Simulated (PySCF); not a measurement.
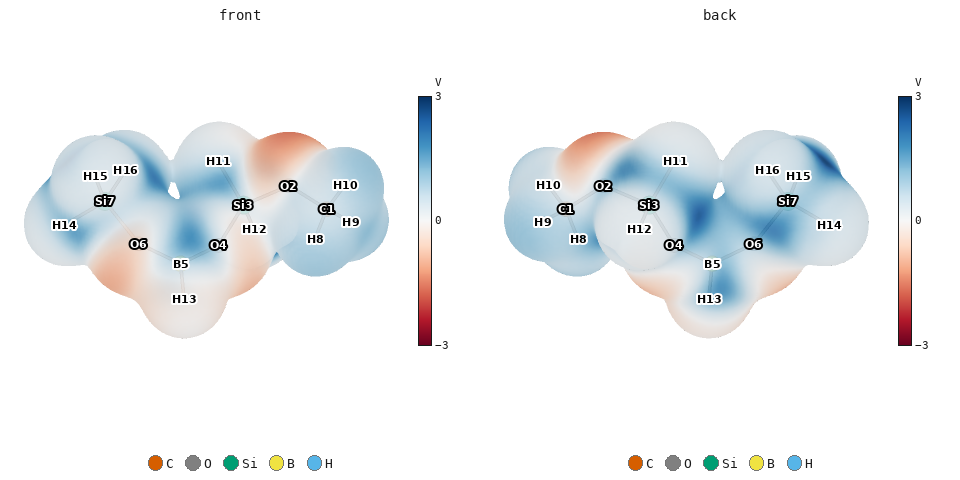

CH₉BO₃Si₂ (SMILES CO[SiH2]OBO[SiH3]). The molecular electrostatic potential painted on the density surface at 0.004 e/bohr³, seen from the front and from behind; red is negative and blue positive.

Geometry: GFN2-xTB.

The calculation used PBE0/pcSseg-1, SCF density, gas phase, non-relativistic (PySCF).

```tsv
atom	x (Å)	y (Å)	z (Å)
C	-3.2193	0.2462	-0.0139
O	-2.1230	-0.6100	0.1343
Si	-0.6884	-0.6326	-0.6078
O	-0.0134	0.8384	-0.5497
B	1.0301	1.6209	-0.2870
O	2.1808	1.1653	0.2007
Si	3.1073	-0.0220	0.7796
H	-2.9011	1.2906	-0.0413
H	-3.7587	0.0148	-0.9357
H	-3.8833	0.0926	0.8382
H	-0.0479	-1.6619	0.1931
H	-0.7660	-0.8882	-2.0474
H	0.9292	2.7787	-0.4964
H	4.3931	0.1965	0.1184
H	3.1631	0.2068	2.2239
H	2.5901	-1.3595	0.4796
```

Describe the electrostatic potential map.

Answer. The most negative region (about −1.5 V, or −35 kcal/mol for a unit charge) lies over O2, the most positive (about +2.4 V, or +55 kcal/mol for a unit charge) over Si3 and Si7. O2 is the likeliest acceptor of a hydrogen bond.

How polar is the molecule by this calculation?

Answer. Its dipole moment is 0.64 D.
